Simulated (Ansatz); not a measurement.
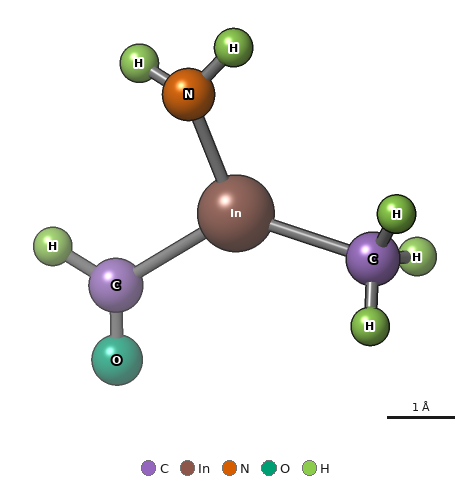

The starting structure (ball-and-stick view, seen at a tilt). Sticks mark near contacts. Bond lengths as drawn: C–H 1.09 to 1.12 Å, C–In 2.25 to 2.31 Å, C–O 1.20 Å, H–N 1.01 Å and In–N 2.06 Å.

**Geometry relaxation, with input and output: C2H6InNO**

C2H6InNO, SMILES [CH3][In]([NH2])[CH]=O, computed with RKS PBE0-D4/def2-TZVP (Ansatz 0.2.0).

The geometry: GFN2-xTB start. Figures and captions count atoms from 1; the log counts them from 0 in places.

### Input
```yaml
crystal:
  periodic: [false, false, false]
  atoms:
    - {symbol: C, position_ang: [-0.671680, 1.072420, 1.753950]}
    - {symbol: In, position_ang: [-0.031350, -0.117050, -0.051270]}
    - {symbol: N, position_ang: [1.941730, -0.647430, -0.279150]}
    - {symbol: C, position_ang: [-1.049290, -0.572660, -2.068780]}
    - {symbol: O, position_ang: [-2.175960, -0.277710, -2.340450]}
    - {symbol: H, position_ang: [0.237010, 1.388870, 2.262410]}
    - {symbol: H, position_ang: [-1.275580, 0.458790, 2.419810]}
    - {symbol: H, position_ang: [-1.246530, 1.941430, 1.439130]}
    - {symbol: H, position_ang: [2.177130, -1.442210, -0.862700]}
    - {symbol: H, position_ang: [2.505300, -0.721380, 0.558700]}
    - {symbol: H, position_ang: [-0.410750, -1.083070, -2.831640]}
basis:
  gaussian: {orbitals: def2-TZVP}
hamiltonian: {xc: pbe0, dispersion: d4}
relax: {f_tol: 0.005, max_steps: 150}
```

Run as:
```bash
ansatz run in.yaml --threads 4 --pin off --events-out ev --progress --plain --max-ram 10444MiB
```

### The program's output
```
Functional definition: PBE0
  name "PBE0"
  cite "Adamo & Barone, J. Chem. Phys. 110, 6158 (1999) doi:10.1063/1.478522"
  cite "Perdew, Burke & Ernzerhof, Phys. Rev. Lett. 77, 3865 (1996) doi:10.1103/PhysRevLett.77.3865"
  parent pbe
  parameter a = 0.25
  parameter kappa = 0.804
  parameter beta = 0.06672455060314922
  exchange = (1 - a)*pbe_x(kappa = kappa, mu = beta*pi^2/3) + a*exact_x
  correlation = pbe_c(beta = beta)
1411 factors; their error is unknown
mean field evaluation 1: about -10861.0935 eV, gradient 9.0e1 eV
mean field evaluation 2: about -10820.8346 eV, gradient 1.5e2 eV
mean field evaluation 4: about -10877.2319 eV, gradient 1.0e1 eV
mean field evaluation 8: about -10877.4877 eV, gradient 1.5e-1 eV
mean field evaluation 16: about -10877.5275 eV, gradient 4.6e-3 eV
mean field -10877.52746073 eV, -399.7417611289 hartree, gradient 6.0e-5 eV, S^2 0.000000; 0 other end points of the search recorded, 0 dependent functions left out
the calculation of the forces begins
reference -10877.52750405 eV, -399.7417627211 hartree; 27, 27 occupied and 183, 183 virtual orbitals, 1411 factors
relax step   1: F+E_penalty+E_count = -10877.68773254 eV  Δ(F+E_penalty+E_count) = +0.000e0 eV  max|allowed force component| = 8.233e-1 eV/Å  Δτ_max = 0.0000 Å  (31 SCF iters, accepted)
these checks for a lower state are left out or cut short: starts, cluster_reference, orbital_swaps, neighbouring_geometries, increment
1411 factors; their error is unknown
mean field -10877.59287920 eV, -399.7441652132 hartree, gradient 1.2e-5 eV, S^2 0.000000; 0 other end points of the search recorded, 0 dependent functions left out
[... from here on the field's lines of each further geometry are left out, up to the last ...]
relax step   2: F+E_penalty+E_count = -10877.75774694 eV  Δ(F+E_penalty+E_count) = -7.001e-2 eV  max|allowed force component| = 6.973e-1 eV/Å  Δτ_max = 0.1881 Å  (41 SCF iters, accepted)
relax step   3: F+E_penalty+E_count = -10877.77789236 eV  Δ(F+E_penalty+E_count) = -2.015e-2 eV  max|allowed force component| = 4.979e-1 eV/Å  Δτ_max = 0.1163 Å  (34 SCF iters, accepted)
relax step   4: F+E_penalty+E_count = -10877.77368487 eV  Δ(F+E_penalty+E_count) = +4.207e-3 eV  max|allowed force component| = 1.047e0 eV/Å  Δτ_max = 0.1151 Å  (41 SCF iters, rejected (line search))
relax step   5: F+E_penalty+E_count = -10877.80675682 eV  Δ(F+E_penalty+E_count) = -2.886e-2 eV  max|allowed force component| = 3.255e-1 eV/Å  Δτ_max = 0.0576 Å  (34 SCF iters, accepted)
relax step   6: F+E_penalty+E_count = -10877.81561686 eV  Δ(F+E_penalty+E_count) = -8.860e-3 eV  max|allowed force component| = 1.490e-1 eV/Å  Δτ_max = 0.1000 Å  (34 SCF iters, accepted)
relax step   7: F+E_penalty+E_count = -10877.80891856 eV  Δ(F+E_penalty+E_count) = +6.698e-3 eV  max|allowed force component| = 4.928e-1 eV/Å  Δτ_max = 0.0414 Å  (35 SCF iters, rejected (line search))
relax step   8: F+E_penalty+E_count = -10877.81696790 eV  Δ(F+E_penalty+E_count) = -1.351e-3 eV  max|allowed force component| = 1.881e-2 eV/Å  Δτ_max = 0.0207 Å  (35 SCF iters, accepted)
relax step   9: F+E_penalty+E_count = -10877.81697845 eV  Δ(F+E_penalty+E_count) = -1.055e-5 eV  max|allowed force component| = 1.342e-2 eV/Å  Δτ_max = 0.0184 Å  (35 SCF iters, accepted)
relax step  10: F+E_penalty+E_count = -10877.81713842 eV  Δ(F+E_penalty+E_count) = -1.600e-4 eV  max|allowed force component| = 1.140e-2 eV/Å  Δτ_max = 0.0169 Å  (36 SCF iters, accepted)
relax step  11: F+E_penalty+E_count = -10877.81719915 eV  Δ(F+E_penalty+E_count) = -6.074e-5 eV  max|allowed force component| = 2.990e-2 eV/Å  Δτ_max = 0.0207 Å  (34 SCF iters, accepted)
relax step  12: F+E_penalty+E_count = -10877.81705498 eV  Δ(F+E_penalty+E_count) = +1.442e-4 eV  max|allowed force component| = 1.193e-1 eV/Å  Δτ_max = 0.0381 Å  (34 SCF iters, rejected (line search))
relax step  13: F+E_penalty+E_count = -10877.81727765 eV  Δ(F+E_penalty+E_count) = -7.849e-5 eV  max|allowed force component| = 1.772e-2 eV/Å  Δτ_max = 0.0186 Å  (36 SCF iters, accepted)
relax step  14: F+E_penalty+E_count = -10877.81732571 eV  Δ(F+E_penalty+E_count) = -4.806e-5 eV  max|allowed force component| = 4.518e-2 eV/Å  Δτ_max = 0.0251 Å  (34 SCF iters, accepted)
relax step  15: F+E_penalty+E_count = -10877.81735729 eV  Δ(F+E_penalty+E_count) = -3.159e-5 eV  max|allowed force component| = 4.234e-2 eV/Å  Δτ_max = 0.0063 Å  (36 SCF iters, accepted)
relax step  16: F+E_penalty+E_count = -10877.81742373 eV  Δ(F+E_penalty+E_count) = -6.643e-5 eV  max|allowed force component| = 3.092e-2 eV/Å  Δτ_max = 0.0203 Å  (34 SCF iters, accepted)
relax step  17: F+E_penalty+E_count = -10877.81745442 eV  Δ(F+E_penalty+E_count) = -3.069e-5 eV  max|allowed force component| = 3.617e-2 eV/Å  Δτ_max = 0.0141 Å  (36 SCF iters, accepted)
relax step  18: F+E_penalty+E_count = -10877.81748731 eV  Δ(F+E_penalty+E_count) = -3.289e-5 eV  max|allowed force component| = 1.774e-2 eV/Å  Δτ_max = 0.0137 Å  (36 SCF iters, accepted)
relax step  19: F+E_penalty+E_count = -10877.81745668 eV  Δ(F+E_penalty+E_count) = +3.063e-5 eV  max|allowed force component| = 3.177e-2 eV/Å  Δτ_max = 0.0307 Å  (35 SCF iters, rejected (line search))
relax step  20: F+E_penalty+E_count = -10877.81750793 eV  Δ(F+E_penalty+E_count) = -2.062e-5 eV  max|allowed force component| = 1.040e-2 eV/Å  Δτ_max = 0.0150 Å  (36 SCF iters, accepted)
relax step  21: F+E_penalty+E_count = -10877.81746659 eV  Δ(F+E_penalty+E_count) = +4.134e-5 eV  max|allowed force component| = 8.727e-2 eV/Å  Δτ_max = 0.0448 Å  (35 SCF iters, rejected (line search))
relax step  22: F+E_penalty+E_count = -10877.81753285 eV  Δ(F+E_penalty+E_count) = -2.492e-5 eV  max|allowed force component| = 7.546e-3 eV/Å  Δτ_max = 0.0196 Å  (36 SCF iters, accepted)
relax step  23: F+E_penalty+E_count = -10877.81753746 eV  Δ(F+E_penalty+E_count) = -4.607e-6 eV  max|allowed force component| = 1.986e-2 eV/Å  Δτ_max = 0.0115 Å  (36 SCF iters, accepted)
relax step  24: F+E_penalty+E_count = -10877.81754163 eV  Δ(F+E_penalty+E_count) = -4.171e-6 eV  max|allowed force component| = 1.786e-2 eV/Å  Δτ_max = 0.0016 Å  (37 SCF iters, accepted)
relax step  25: F+E_penalty+E_count = -10877.81755359 eV  Δ(F+E_penalty+E_count) = -1.196e-5 eV  max|allowed force component| = 1.145e-2 eV/Å  Δτ_max = 0.0111 Å  (36 SCF iters, accepted)
relax step  26: F+E_penalty+E_count = -10877.81755559 eV  Δ(F+E_penalty+E_count) = -1.994e-6 eV  max|allowed force component| = 1.063e-2 eV/Å  Δτ_max = 0.0070 Å  (36 SCF iters, accepted)
relax step  27: F+E_penalty+E_count = -10877.81752020 eV  Δ(F+E_penalty+E_count) = +3.539e-5 eV  max|allowed force component| = 4.253e-2 eV/Å  Δτ_max = 0.0288 Å  (36 SCF iters, rejected (line search))
the calculation of the forces begins
reference -10877.65342553 eV, -399.7463902498 hartree; 27, 27 occupied and 183, 183 virtual orbitals, 1411 factors
relax step  28: F+E_penalty+E_count = -10877.81755872 eV  Δ(F+E_penalty+E_count) = -3.136e-6 eV  max|allowed force component| = 2.636e-3 eV/Å  Δτ_max = 0.0110 Å  (36 SCF iters, accepted)
1411 factors; their error is unknown
mean field evaluation 224: about -10877.6104 eV, gradient 1.4e0 eV
```

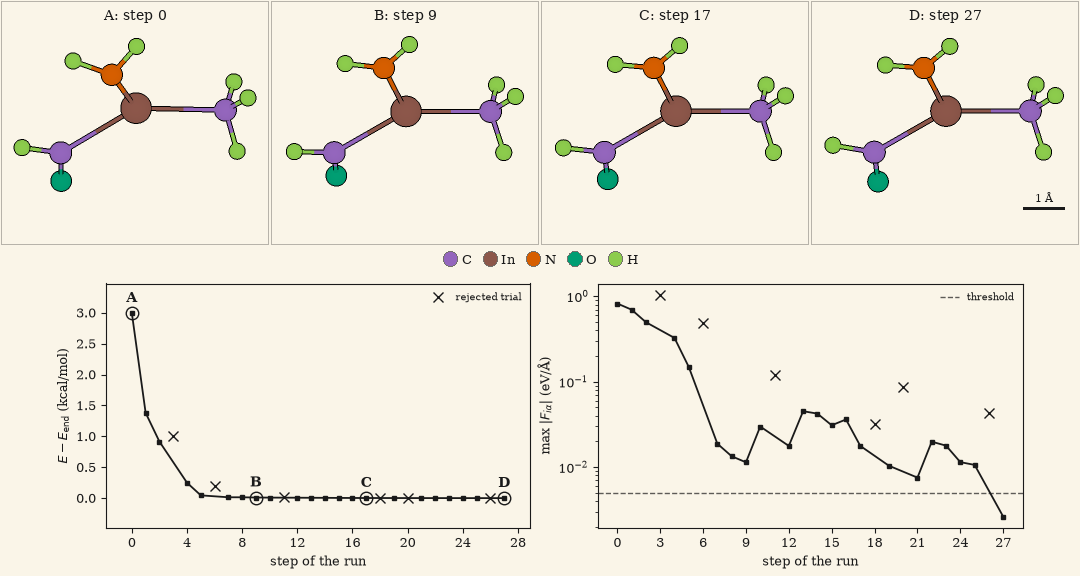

Frames of the relaxation (ball-and-stick view, seen at a tilt) above the curves, on which the letters mark them (the first geometry is step 0 here and step 1 in the log).

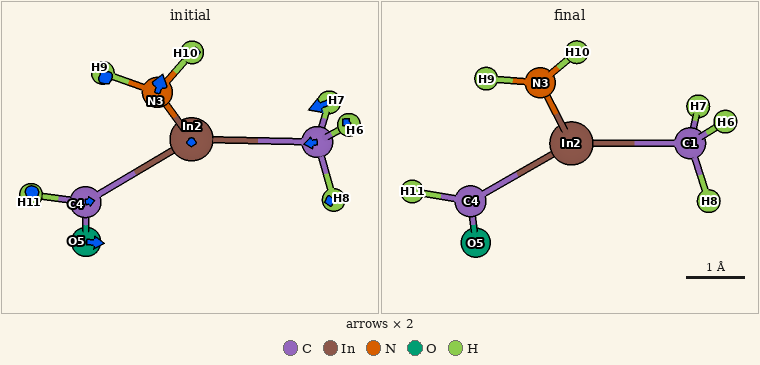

Before (left) and after (right) the relaxation, at one scale (ball-and-stick view, seen at a tilt). The blue arrows give the displacements, magnified 2 times. The energy falls by 2.99 kcal/mol in 27 geometry steps. Largest force component: 0.82 eV/Å at the start, 0.0026 eV/Å at the end. The line search rejected the trial steps at points 3, 6, 11, 18, 20, 26 (counted from 0) and went back. The largest moves after the best rigid fit, 0.20 Å, are those of N3 and H7. Largest moves by element: H 0.20 Å, N 0.20 Å, O 0.17 Å, C 0.13 Å, In 0.09 Å. Distances before and after: C1–In2 2.255 → 2.142 Å, In2–C4 2.305 → 2.225 Å, In2–N3 2.056 → 2.019 Å, C4–O5 1.196 → 1.202 Å. Among the angles that change: In2–N3–H10 117.5° → 124.5°, In2–N3–H9 119.3° → 124.8°, N3–In2–C4 106.0° → 111.1°. (Atoms are counted from 1 in the order of the input.)

```
mean field -10877.65338111 eV, -399.7463886177 hartree, gradient 1.1e-5 eV, S^2 0.000000; 1 other end points of the search recorded, 0 dependent functions left out
the calculation of the forces begins
reference -10877.65342553 eV, -399.7463902498 hartree; 27, 27 occupied and 183, 183 virtual orbitals, 1411 factors
Total energy: -10877.81760314 eV, -399.7524236657 hartree
Atom 0 at    -0.643651     1.021992     1.638241 Å, force    -0.000238    -0.000130     0.000330 eV/Å
Atom 1 at     0.003692    -0.048417    -0.101097 Å, force     0.001146     0.000254     0.000070 eV/Å
Atom 2 at     1.887428    -0.773178    -0.129705 Å, force    -0.002176     0.000566     0.000031 eV/Å
Atom 3 at    -1.070770    -0.536869    -1.987719 Å, force    -0.002636     0.000215    -0.002275 eV/Å
Atom 4 at    -2.191297    -0.166147    -2.212846 Å, force     0.002282    -0.000514     0.000895 eV/Å
Atom 5 at     0.215401     1.297113     2.250327 Å, force    -0.000109     0.000001    -0.000090 eV/Å
Atom 6 at    -1.312373     0.393313     2.228346 Å, force    -0.000079     0.000107     0.000240 eV/Å
Atom 7 at    -1.186248     1.922372     1.349798 Å, force    -0.000029    -0.000273    -0.000143 eV/Å
Atom 8 at     2.291034    -1.292807    -0.891489 Å, force     0.000797    -0.000523     0.000844 eV/Å
Atom 9 at     2.551661    -0.665317     0.619252 Å, force     0.001113    -0.000120    -0.000761 eV/Å
Atom 10 at    -0.544847    -1.152055    -2.763097 Å, force    -0.000071     0.000417     0.000860 eV/Å
Dipole moment:     0.425795    -0.069016     0.239334 e Å
```

### Trajectory as extended XYZ (Å, eV, eV/Å), 9 of the 28 frames kept, from step=1 to step=28
```
11
Properties=species:S:1:pos:R:3:forces:R:3 step=1 energy=-10877.68773
C    -0.6717    1.0724    1.7539    0.3596  -0.5384  -0.8233
In   -0.0314   -0.1171   -0.0513   -0.2574   0.4197   0.1583
N     1.9417   -0.6474   -0.2792   -0.1527  -0.1884   0.2599
C    -1.0493   -0.5727   -2.0688    0.2127   0.1382   0.6273
O    -2.1760   -0.2777   -2.3405   -0.0640  -0.0084  -0.0565
H     0.2370    1.3889    2.2624    0.0214   0.0281   0.0613
H    -1.2756    0.4588    2.4198   -0.0106  -0.0674  -0.0135
H    -1.2465    1.9414    1.4391   -0.0114  -0.0058  -0.0605
H     2.1771   -1.4422   -0.8627   -0.1049   0.1553  -0.0572
H     2.5053   -0.7214    0.5587   -0.0013   0.0995  -0.0243
H    -0.4108   -1.0831   -2.8316    0.0085  -0.0323  -0.0715
11
Properties=species:S:1:pos:R:3:forces:R:3 step=4 energy=-10877.77369 accepted=F
C    -0.6491    1.0209    1.6676    0.0363   0.0816  -0.0713
In   -0.0279   -0.0861   -0.0692    0.0141  -0.0932  -0.0053
N     1.9163   -0.6716   -0.2132    0.3950  -0.3360   0.3502
C    -1.0580   -0.5630   -1.9926   -0.9033   0.5702  -0.5355
O    -2.1821   -0.1847   -2.2639    1.0472  -0.4544   0.3797
H     0.2406    1.3597    2.2054   -0.1064  -0.0238  -0.0184
H    -1.2571    0.4013    2.3315    0.0621   0.0031  -0.0722
H    -1.2431    1.8875    1.3648    0.0605  -0.0809   0.0431
H     2.1964   -1.4363   -0.8260   -0.1067   0.3853   0.2311
H     2.5355   -0.6530    0.6029   -0.4022  -0.0185  -0.5397
H    -0.4714   -1.0748   -2.8074   -0.0969  -0.0335   0.2384
11
Properties=species:S:1:pos:R:3:forces:R:3 step=8 energy=-10877.81697
C    -0.6352    1.0392    1.6346   -0.0040  -0.0025  -0.0056
In   -0.0001   -0.0399   -0.1044   -0.0023  -0.0028  -0.0115
N     1.8823   -0.7713   -0.1302    0.0188  -0.0105   0.0020
C    -1.0659   -0.5256   -1.9989    0.0088  -0.0095   0.0060
O    -2.2443   -0.3475   -2.1505    0.0067   0.0062   0.0062
H     0.2307    1.3234    2.2330   -0.0052   0.0003   0.0021
H    -1.2919    0.4096    2.2371    0.0050  -0.0057   0.0036
H    -1.1887    1.9336    1.3489    0.0042   0.0066  -0.0039
H     2.2636   -1.3446   -0.8651   -0.0094   0.0124   0.0052
H     2.5277   -0.7101    0.6410   -0.0184   0.0015  -0.0093
H    -0.4780   -0.9669   -2.8454   -0.0043   0.0040   0.0052
11
Properties=species:S:1:pos:R:3:forces:R:3 step=11 energy=-10877.81720
C    -0.6379    1.0351    1.6335    0.0018   0.0037  -0.0040
In    0.0021   -0.0425   -0.1045    0.0026  -0.0023   0.0104
N     1.8846   -0.7718   -0.1305   -0.0042   0.0015   0.0010
C    -1.0661   -0.5292   -1.9940   -0.0234   0.0181  -0.0060
O    -2.2367   -0.3093   -2.1546    0.0299  -0.0125  -0.0033
H     0.2255    1.3157    2.2370   -0.0014  -0.0003   0.0008
H    -1.2993    0.4068    2.2323    0.0001  -0.0004  -0.0018
H    -1.1857    1.9326    1.3457    0.0005  -0.0033   0.0008
H     2.2705   -1.3334   -0.8714    0.0038   0.0014   0.0002
H     2.5323   -0.7015    0.6372    0.0027  -0.0022  -0.0008
H    -0.4894   -1.0025   -2.8307   -0.0124  -0.0037   0.0027
11
Properties=species:S:1:pos:R:3:forces:R:3 step=15 energy=-10877.81736
C    -0.6399    1.0312    1.6334    0.0003   0.0000   0.0043
In    0.0045   -0.0446   -0.1034    0.0049   0.0027   0.0035
N     1.8872   -0.7726   -0.1296   -0.0043  -0.0008  -0.0049
C    -1.0681   -0.5300   -1.9909   -0.0238  -0.0075  -0.0220
O    -2.2280   -0.2676   -2.1657    0.0423  -0.0098  -0.0010
H     0.2205    1.3081    2.2429    0.0004  -0.0001  -0.0008
H    -1.3066    0.4033    2.2269   -0.0011   0.0036  -0.0018
H    -1.1833    1.9308    1.3440   -0.0016  -0.0025   0.0015
H     2.2792   -1.3201   -0.8779    0.0024   0.0021   0.0049
H     2.5398   -0.6922    0.6329    0.0025  -0.0018  -0.0012
H    -0.5051   -1.0462   -2.8126   -0.0219   0.0142   0.0174
11
Properties=species:S:1:pos:R:3:forces:R:3 step=18 energy=-10877.81749
C    -0.6420    1.0273    1.6346   -0.0037   0.0011   0.0020
In    0.0062   -0.0469   -0.1020   -0.0018  -0.0011  -0.0041
N     1.8888   -0.7745   -0.1289    0.0103  -0.0051  -0.0032
C    -1.0702   -0.5328   -1.9889    0.0177   0.0000   0.0113
O    -2.2158   -0.2262   -2.1805   -0.0164   0.0036  -0.0052
H     0.2164    1.3022    2.2477    0.0003   0.0007  -0.0001
H    -1.3126    0.4005    2.2247    0.0014   0.0005  -0.0012
H    -1.1832    1.9279    1.3439    0.0023  -0.0019   0.0011
H     2.2868   -1.3100   -0.8830   -0.0054   0.0054   0.0054
H     2.5480   -0.6804    0.6265   -0.0048   0.0003  -0.0021
H    -0.5223   -1.0871   -2.7941    0.0001  -0.0034  -0.0038
11
Properties=species:S:1:pos:R:3:forces:R:3 step=21 energy=-10877.81747 accepted=F
C    -0.6439    1.0228    1.6364    0.0022  -0.0008  -0.0020
In    0.0065   -0.0481   -0.1017   -0.0046   0.0002   0.0015
N     1.8898   -0.7733   -0.1296    0.0089  -0.0020   0.0031
C    -1.0714   -0.5359   -1.9866   -0.0572   0.0136  -0.0268
O    -2.1991   -0.1773   -2.2010    0.0873  -0.0333   0.0069
H     0.2133    1.2957    2.2519    0.0001  -0.0006  -0.0001
H    -1.3165    0.3954    2.2234   -0.0002  -0.0010   0.0010
H    -1.1834    1.9245    1.3464   -0.0009   0.0017  -0.0007
H     2.2925   -1.2971   -0.8891   -0.0024   0.0003  -0.0020
H     2.5535   -0.6679    0.6204   -0.0050   0.0014  -0.0016
H    -0.5413   -1.1387   -2.7706   -0.0282   0.0204   0.0206
11
Properties=species:S:1:pos:R:3:forces:R:3 step=25 energy=-10877.81755
C    -0.6434    1.0231    1.6371    0.0001   0.0000   0.0002
In    0.0048   -0.0482   -0.1014    0.0001   0.0003   0.0000
N     1.8883   -0.7733   -0.1295   -0.0019   0.0005  -0.0004
C    -1.0708   -0.5360   -1.9876   -0.0114   0.0027  -0.0029
O    -2.1979   -0.1800   -2.2041    0.0111  -0.0029   0.0024
H     0.2151    1.2967    2.2507    0.0000  -0.0001  -0.0002
H    -1.3141    0.3954    2.2261    0.0000   0.0002  -0.0001
H    -1.1840    1.9243    1.3478   -0.0002  -0.0002   0.0002
H     2.2906   -1.2967   -0.8894    0.0007  -0.0004   0.0000
H     2.5515   -0.6682    0.6208    0.0010  -0.0001   0.0003
H    -0.5401   -1.1372   -2.7705    0.0005   0.0000   0.0005
11
Properties=species:S:1:pos:R:3:forces:R:3 step=28 energy=-10877.81756
C    -0.6437    1.0220    1.6382   -0.0002  -0.0001   0.0003
In    0.0037   -0.0484   -0.1011    0.0011   0.0003   0.0001
N     1.8874   -0.7732   -0.1297   -0.0022   0.0006   0.0000
C    -1.0708   -0.5369   -1.9877   -0.0026   0.0002  -0.0023
O    -2.1913   -0.1661   -2.2128    0.0023  -0.0005   0.0009
H     0.2154    1.2971    2.2503   -0.0001   0.0000  -0.0001
H    -1.3124    0.3933    2.2283   -0.0001   0.0001   0.0002
H    -1.1862    1.9224    1.3498    0.0000  -0.0003  -0.0001
H     2.2910   -1.2928   -0.8915    0.0008  -0.0005   0.0008
H     2.5517   -0.6653    0.6193    0.0011  -0.0001  -0.0008
H    -0.5448   -1.1521   -2.7631   -0.0001   0.0004   0.0009
```

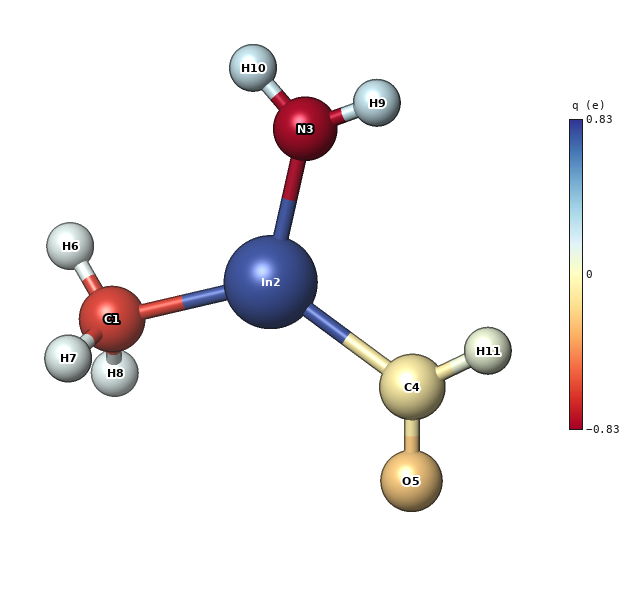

Mulliken charges, as the colour of each atom (ball-and-stick view, seen at a tilt; atoms are numbered from 1 in the order of the input). By element: C −0.65 to −0.09, In +0.75, N −0.79, O −0.23 and H +0.08 to +0.24 e.

### Summary

| quantity | value |
| --- | --- |
| outcome | converged |
| total energy | −10877.8176 eV |
| mean-field energy | −10877.6534 eV |
| dispersion energy | −0.1642 eV |
| SCF solution under orbital rotations | stable |
| largest force (length of the vector) at the end | 0.003 eV/Å |
| dipole moment | 2.37 D |
| hardware | 4 threads of Arm Neoverse V1, 23 GiB of memory available, shared host |
| wall time | 1.8 min (CPU time 6.7 min) |
| peak memory | 0.57 GiB |
